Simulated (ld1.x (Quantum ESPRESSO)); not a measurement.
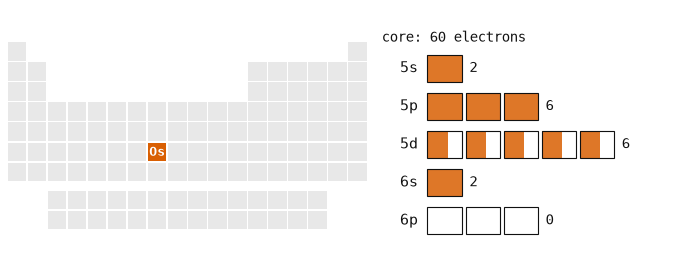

Left, the place of osmium in the periodic table; right, the valence shells of the reference configuration: a box for each of the 2l + 1 orbitals, shaded by the share of the shell that is filled, with the electron count at the right.

## Pseudopotential generation for Os (part 1 of 2)

Osmium (Os, Z = 76), core [Kr] 4d10 4f14, reference valence 5s2 5p6 5d6 6s2 6p0, valence charge 16. Computed at this level: RRKJ potential, PBE, scalar-relativistic, made with ld1.x (Quantum ESPRESSO) 7.5.

Output:
```
     Program LD1 v.7.5
     --------------------------- All-electron run ----------------------------

     Os
     scalar relativistic calculation

     atomic number is 76.00
     dft =PBE   lsd =0 sic =0 latt =0  beta=0.20 tr2=1.0E-14
     Exchange-correlation= PBE
                           (   1   4   3   4   0   0   0)
     mesh =1275 r(mesh) =  98.91557 a.u. xmin = -7.00 dx = 0.01250
     1 Ry =  13.60569312 eV, c = 137.03599908

     n l     nl                  e(Ry)          e(Ha)          e(eV)
     1 0     1S 1( 2.00)     -5430.1462     -2715.0731    -73880.9027
     2 0     2S 1( 2.00)      -945.6987      -472.8494    -12866.8869
     2 1     2P 1( 6.00)      -823.3600      -411.6800    -11202.3830
     3 0     3S 1( 2.00)      -220.0785      -110.0393     -2994.3208
     3 1     3P 1( 6.00)      -184.1637       -92.0819     -2505.6750
     4 0     4S 1( 2.00)       -46.4449       -23.2225      -631.9155
     4 1     4P 1( 6.00)       -34.6678       -17.3339      -471.6795
     3 2     3D 1(10.00)      -144.0773       -72.0387     -1960.2717
     5 0     5S 1( 2.00)        -6.7289        -3.3645       -91.5514
     5 1     5P 1( 6.00)        -3.7366        -1.8683       -50.8392
     4 2     4D 1(10.00)       -20.0549       -10.0275      -272.8609
     4 3     4F 1(14.00)        -3.8204        -1.9102       -51.9789
     5 2     5D 1( 6.00)        -0.4597        -0.2299        -6.2549
     6 0     6S 1( 2.00)        -0.4518        -0.2259        -6.1465
     6 1     6P 1( 0.00)        -0.0933        -0.0466        -1.2693

     final scf error:  2.4E-15 reached in  25 iterations

     Etot =  -34507.716204 Ry,  -17253.858102 Ha, -469501.397054 eV

     Ekin =   38256.971299 Ry,   19128.485650 Ha,  520512.611316 eV
     Encl =  -85532.524044 Ry,  -42766.262022 Ha,-1163729.274172 eV
     Eh   =   13444.156886 Ry,    6722.078443 Ha,  182917.072883 eV
     Exc  =    -676.320346 Ry,    -338.160173 Ha,   -9201.807080 eV

     normalization and overlap integrals

     s(1S/1S) =  1.000000  <r> =   0.0177  <r2> =    0.0004  r(max) =   0.0110
     s(2S/2S) =  1.000000  <r> =   0.0749  <r2> =    0.0066  r(max) =   0.0636
     s(2P/2P) =  1.000000  <r> =   0.0673  <r2> =    0.0055  r(max) =   0.0520
     s(3S/3S) =  1.000000  <r> =   0.1939  <r2> =    0.0430  r(max) =   0.1794
     s(3P/3P) =  1.000000  <r> =   0.1945  <r2> =    0.0439  r(max) =   0.1772
     s(4S/4S) =  1.000000  <r> =   0.4318  <r2> =    0.2104  r(max) =   0.4042
     s(4P/4P) =  1.000000  <r> =   0.4594  <r2> =    0.2400  r(max) =   0.4250
     s(3D/3D) =  1.000000  <r> =   0.1762  <r2> =    0.0364  r(max) =   0.1450
     s(5S/5S) =  1.000000  <r> =   1.0059  <r2> =    1.1360  r(max) =   0.9110
     s(5P/5P) =  1.000000  <r> =   1.1696  <r2> =    1.5498  r(max) =   1.0323
     s(4D/4D) =  1.000000  <r> =   0.4890  <r2> =    0.2767  r(max) =   0.4357
     s(4F/4F) =  1.000000  <r> =   0.5565  <r2> =    0.3822  r(max) =   0.4042
     s(5D/5D) =  1.000000  <r> =   1.8168  <r2> =    3.9997  r(max) =   1.3590
     s(6S/6S) =  1.000000  <r> =   2.9803  <r2> =   10.1824  r(max) =   2.4763
     s(6P/6P) =  1.000000  <r> =   4.6965  <r2> =   26.2011  r(max) =   3.5582

     ------------------------ End of All-electron run ------------------------

     --------------------- Generating NC pseudopotential ---------------------

      Generating local pot.: lloc=2, matching radius rcloc =   1.4500

      Wfc   5S  rcut= 1.639  Estimated cut-off energy=       50.55 Ry
      This function has    0 nodes for 0 < r <    1.639

      Wfc   5P  rcut= 2.053  Estimated cut-off energy=       44.29 Ry
      This function has    0 nodes for 0 < r <    2.053

     ------------------- End of pseudopotential generation -------------------

     --------------------------- All-electron run ----------------------------

     Os
     scalar relativistic calculation

     atomic number is 76.00
     dft =PBE   lsd =0 sic =0 latt =0  beta=0.20 tr2=1.0E-14
     Exchange-correlation= PBE
                           (   1   4   3   4   0   0   0)
     mesh =1275 r(mesh) =  98.91557 a.u. xmin = -7.00 dx = 0.01250
     1 Ry =  13.60569312 eV, c = 137.03599908

     n l     nl                  e(Ry)          e(Ha)          e(eV)
     1 0     1S 1( 2.00)     -5430.1462     -2715.0731    -73880.9027
     2 0     2S 1( 2.00)      -945.6987      -472.8494    -12866.8869
     2 1     2P 1( 6.00)      -823.3600      -411.6800    -11202.3830
     3 0     3S 1( 2.00)      -220.0785      -110.0393     -2994.3208
     3 1     3P 1( 6.00)      -184.1637       -92.0819     -2505.6750
     4 0     4S 1( 2.00)       -46.4449       -23.2225      -631.9155
     4 1     4P 1( 6.00)       -34.6678       -17.3339      -471.6795
     3 2     3D 1(10.00)      -144.0773       -72.0387     -1960.2717
     5 0     5S 1( 2.00)        -6.7289        -3.3645       -91.5514
     5 1     5P 1( 6.00)        -3.7366        -1.8683       -50.8392
     4 2     4D 1(10.00)       -20.0549       -10.0275      -272.8609
     4 3     4F 1(14.00)        -3.8204        -1.9102       -51.9789
     5 2     5D 1( 6.00)        -0.4597        -0.2299        -6.2549
     6 0     6S 1( 2.00)        -0.4518        -0.2259        -6.1465
     6 1     6P 1( 0.00)        -0.0933        -0.0466        -1.2693

     final scf error:  2.4E-15 reached in  25 iterations

     Etot =  -34507.716204 Ry,  -17253.858102 Ha, -469501.397054 eV

     Ekin =   38256.971299 Ry,   19128.485650 Ha,  520512.611316 eV
     Encl =  -85532.524044 Ry,  -42766.262022 Ha,-1163729.274172 eV
     Eh   =   13444.156886 Ry,    6722.078443 Ha,  182917.072883 eV
     Exc  =    -676.320346 Ry,    -338.160173 Ha,   -9201.807080 eV

     normalization and overlap integrals

     s(1S/1S) =  1.000000  <r> =   0.0177  <r2> =    0.0004  r(max) =   0.0110
     s(2S/2S) =  1.000000  <r> =   0.0749  <r2> =    0.0066  r(max) =   0.0636
     s(2P/2P) =  1.000000  <r> =   0.0673  <r2> =    0.0055  r(max) =   0.0520
     s(3S/3S) =  1.000000  <r> =   0.1939  <r2> =    0.0430  r(max) =   0.1794
     s(3P/3P) =  1.000000  <r> =   0.1945  <r2> =    0.0439  r(max) =   0.1772
     s(4S/4S) =  1.000000  <r> =   0.4318  <r2> =    0.2104  r(max) =   0.4042
     s(4P/4P) =  1.000000  <r> =   0.4594  <r2> =    0.2400  r(max) =   0.4250
     s(3D/3D) =  1.000000  <r> =   0.1762  <r2> =    0.0364  r(max) =   0.1450
     s(5S/5S) =  1.000000  <r> =   1.0059  <r2> =    1.1360  r(max) =   0.9110
     s(5P/5P) =  1.000000  <r> =   1.1696  <r2> =    1.5498  r(max) =   1.0323
     s(4D/4D) =  1.000000  <r> =   0.4890  <r2> =    0.2767  r(max) =   0.4357
     s(4F/4F) =  1.000000  <r> =   0.5565  <r2> =    0.3822  r(max) =   0.4042
     s(5D/5D) =  1.000000  <r> =   1.8168  <r2> =    3.9997  r(max) =   1.3590
     s(6S/6S) =  1.000000  <r> =   2.9803  <r2> =   10.1824  r(max) =   2.4763
     s(6P/6P) =  1.000000  <r> =   4.6965  <r2> =   26.2011  r(max) =   3.5582

     ------------------------ End of All-electron run ------------------------

     Computing logarithmic derivative in   2.25474
     Computing logarithmic derivative in   2.25474
     Computing the partial wave expansion
     R is outside the sphere for l=    0 j= 0.00
     R is outside the sphere for l=    1 j= 0.00
       no projector for channel:   2

     ---------------------- Testing the pseudopotential ----------------------

     Os
     scalar relativistic calculation

     atomic number is 76.00   valence charge is 16.00
     dft =PBE   lsd =0 sic =0 latt =0  beta=0.20 tr2=1.0E-14
     mesh =1275 r(mesh) =  98.91557 xmin = -7.00 dx = 0.01250

     n l     nl             e AE (Ry)        e PS (Ry)    De AE-PS (Ry)
     1 0     5S   1( 2.00)       -6.72891       -6.72890       -0.00000
     2 1     5P   1( 6.00)       -3.73661       -3.73661       -0.00000
     3 2     5D   1( 6.00)       -0.45972       -0.45971       -0.00001
     2 0     6S   1( 2.00)       -0.45176       -0.40410       -0.04766  !
     3 1     6P   1( 0.00)       -0.09329       -0.07151       -0.02178  !

     eps = 7.5E-15  iter = 20

     Etot =  -34507.716204 Ry,  -17253.858102 Ha, -469501.397054 eV
     Etotps =  -182.406111 Ry,     -91.203055 Ha,   -2481.761569 eV

     Ekin =      54.681804 Ry,      27.340902 Ha,     743.983841 eV
     Encl =    -368.318868 Ry,    -184.159434 Ha,   -5011.233496 eV
     Ehrt =     148.463337 Ry,      74.231668 Ha,    2019.946603 eV
     Ecxc =     -18.218809 Ry,      -9.109404 Ha,    -247.879518 eV
     Epseu=       0.986425 Ry,       0.493213 Ha,      13.421001 eV

     ---------------------- End of pseudopotential test ----------------------
```

Output of the test run (extracts):
```
     ---------------------- Testing the pseudopotential ----------------------

     Os
     scalar relativistic calculation

     atomic number is 76.00   valence charge is 16.00
     dft =PBE   lsd =0 sic =0 latt =0  beta=0.20 tr2=1.0E-14
     mesh =1275 r(mesh) =  98.91557 xmin = -7.00 dx = 0.01250

     n l     nl             e AE (Ry)        e PS (Ry)    De AE-PS (Ry)
     1 0     5S   1( 2.00)       -6.72891       -6.72890       -0.00000
     2 1     5P   1( 6.00)       -3.73661       -3.73661       -0.00000
     3 2     5D   1( 6.00)       -0.45972       -0.45971       -0.00001
     2 0     6S   1( 2.00)       -0.45176       -0.40410       -0.04766  !
     3 1     6P   1( 0.00)       -0.09329       -0.07151       -0.02178  !

     eps = 6.9E-15  iter = 16

     Etot =  -34507.716204 Ry,  -17253.858102 Ha, -469501.397053 eV
     Etotps =  -182.406110 Ry,     -91.203055 Ha,   -2481.761557 eV

     Ekin =      54.681804 Ry,      27.340902 Ha,     743.983847 eV
     Encl =    -368.318867 Ry,    -184.159434 Ha,   -5011.233482 eV
     Ehrt =     148.463336 Ry,      74.231668 Ha,    2019.946593 eV
     Ecxc =     -18.218808 Ry,      -9.109404 Ha,    -247.879517 eV
     Epseu=       0.986425 Ry,       0.493213 Ha,      13.421001 eV

     ---------------------- End of pseudopotential test ----------------------

     ---------------------- Testing the pseudopotential ----------------------

     Os
     scalar relativistic calculation

     atomic number is 76.00   valence charge is 16.00
     dft =PBE   lsd =0 sic =0 latt =0  beta=0.20 tr2=1.0E-14
     mesh =1275 r(mesh) =  98.91557 xmin = -7.00 dx = 0.01250

     n l     nl             e AE (Ry)        e PS (Ry)    De AE-PS (Ry)
     1 0     5S   1( 2.00)       -7.32049       -7.29462       -0.02588  !
     2 1     5P   1( 6.00)       -4.33036       -4.30478       -0.02558  !
     3 2     5D   1( 6.00)       -1.03916       -1.01757       -0.02158  !
     2 0     6S   1( 1.00)       -0.96585       -0.89456       -0.07129  !
     3 1     6P   1( 0.00)       -0.52175       -0.47041       -0.05134  !

     eps = 3.6E-15  iter = 21

     Etot =  -34507.012330 Ry,  -17253.506165 Ha, -469491.820349 eV
     Etotps =  -181.761314 Ry,     -90.880657 Ha,   -2472.988662 eV
     dEtot_ae =       0.703875 Ry
     dEtot_ps =       0.644796 Ry,   Delta E=       0.059079 Ry

     Ekin =      54.837536 Ry,      27.418768 Ha,     746.102691 eV
     Encl =    -359.380428 Ry,    -179.690214 Ha,   -4889.619820 eV
     Ehrt =     139.725361 Ry,      69.862681 Ha,    1901.060385 eV
     Ecxc =     -17.847254 Ry,      -8.923627 Ha,    -242.824267 eV
     Epseu=       0.903471 Ry,       0.451735 Ha,      12.292349 eV

     ---------------------- End of pseudopotential test ----------------------

     ---------------------- Testing the pseudopotential ----------------------

     Os
     scalar relativistic calculation

     atomic number is 76.00   valence charge is 16.00
     dft =PBE   lsd =0 sic =0 latt =0  beta=0.20 tr2=1.0E-14
     mesh =1275 r(mesh) =  98.91557 xmin = -7.00 dx = 0.01250

     n l     nl             e AE (Ry)        e PS (Ry)    De AE-PS (Ry)
     1 0     5S   1( 2.00)       -7.98976       -7.93475       -0.05501  !
     2 1     5P   1( 6.00)       -5.00008       -4.94610       -0.05398  !
     3 2     5D   1( 6.00)       -1.68483       -1.63965       -0.04517  !
     2 0     6S   1( 0.00)       -1.52855       -1.43106       -0.09749  !
     3 1     6P   1( 0.00)       -1.01023       -0.92560       -0.08462  !

     eps = 1.2E-15  iter = 21

     Etot =  -34505.769134 Ry,  -17252.884567 Ha, -469474.905810 eV
     Etotps =  -180.601805 Ry,     -90.300903 Ha,   -2457.212739 eV
     dEtot_ae =       1.947070 Ry
     dEtot_ps =       1.804305 Ry,   Delta E=       0.142766 Ry

     Ekin =      54.858473 Ry,      27.429237 Ha,     746.387555 eV
     Encl =    -349.264140 Ry,    -174.632070 Ha,   -4751.980703 eV
     Ehrt =     130.474910 Ry,      65.237455 Ha,    1775.201585 eV
     Ecxc =     -17.450658 Ry,      -8.725329 Ha,    -237.428292 eV
     Epseu=       0.779609 Ry,       0.389804 Ha,      10.607116 eV

     ---------------------- End of pseudopotential test ----------------------

     ---------------------- Testing the pseudopotential ----------------------

     Os
     scalar relativistic calculation

     atomic number is 76.00   valence charge is 16.00
     dft =PBE   lsd =0 sic =0 latt =0  beta=0.20 tr2=1.0E-14
     mesh =1275 r(mesh) =  98.91557 xmin = -7.00 dx = 0.01250

     n l     nl             e AE (Ry)        e PS (Ry)    De AE-PS (Ry)
     1 0     5S   1( 2.00)       -8.98368       -8.92521       -0.05848  !
     2 1     5P   1( 6.00)       -5.97399       -5.91646       -0.05753  !
     3 2     5D   1( 5.00)       -2.57129       -2.52046       -0.05084  !
     2 0     6S   1( 0.00)       -2.23706       -2.11333       -0.12374  !
     3 1     6P   1( 0.00)       -1.62213       -1.49572       -0.12641  !

     eps = 9.2E-15  iter = 22

     Etot =  -34503.648948 Ry,  -17251.824474 Ha, -469446.059215 eV
     Etotps =  -178.529533 Ry,     -89.264767 Ha,   -2429.018041 eV
     dEtot_ae =       4.067256 Ry
     dEtot_ps =       3.876577 Ry,   Delta E=       0.190679 Ry

     Ekin =      52.834480 Ry,      26.417240 Ha,     718.849720 eV
     Encl =    -333.167158 Ry,    -166.583579 Ha,   -4532.970116 eV
     Ehrt =     117.558285 Ry,      58.779143 Ha,    1599.461956 eV
     Ecxc =     -16.556749 Ry,      -8.278375 Ha,    -225.266051 eV
     Epseu=       0.801609 Ry,       0.400805 Ha,      10.906450 eV

     ---------------------- End of pseudopotential test ----------------------

     ---------------------- Testing the pseudopotential ----------------------

     Os
     scalar relativistic calculation

     atomic number is 76.00   valence charge is 16.00
     dft =PBE   lsd =0 sic =0 latt =0  beta=0.20 tr2=1.0E-14
     mesh =1275 r(mesh) =  98.91557 xmin = -7.00 dx = 0.01250

     n l     nl             e AE (Ry)        e PS (Ry)    De AE-PS (Ry)
     1 0     5S   1( 2.00)       -7.43801       -7.42266       -0.01535  !
     2 1     5P   1( 6.00)       -4.44763       -4.43270       -0.01493  !
     3 2     5D   1( 6.00)       -1.14365       -1.13288       -0.01077  !
     2 0     6S   1( 0.00)       -1.03971       -0.97399       -0.06572  !
     3 1     6P   1( 1.00)       -0.58007       -0.53212       -0.04795  !

     eps = 9.2E-16  iter = 21

     Etot =  -34506.560705 Ry,  -17253.280353 Ha, -469485.675687 eV
     Etotps =  -181.328499 Ry,     -90.664250 Ha,   -2467.099916 eV
     dEtot_ae =       1.155499 Ry
     dEtot_ps =       1.077611 Ry,   Delta E=       0.077888 Ry

     Ekin =      55.080032 Ry,      27.540016 Ha,     749.402007 eV
     Encl =    -357.396045 Ry,    -178.698023 Ha,   -4862.620914 eV
     Ehrt =     137.891505 Ry,      68.945752 Ha,    1876.109498 eV
     Ecxc =     -17.714969 Ry,      -8.857485 Ha,    -241.024433 eV
     Epseu=       0.810979 Ry,       0.405489 Ha,      11.033925 eV
```

(Continued in part 2.) Outcome of the run: generated; the pseudo-atom misses its reference levels by up to 0.65 eV (6s, which has no pseudo-wave of its own).
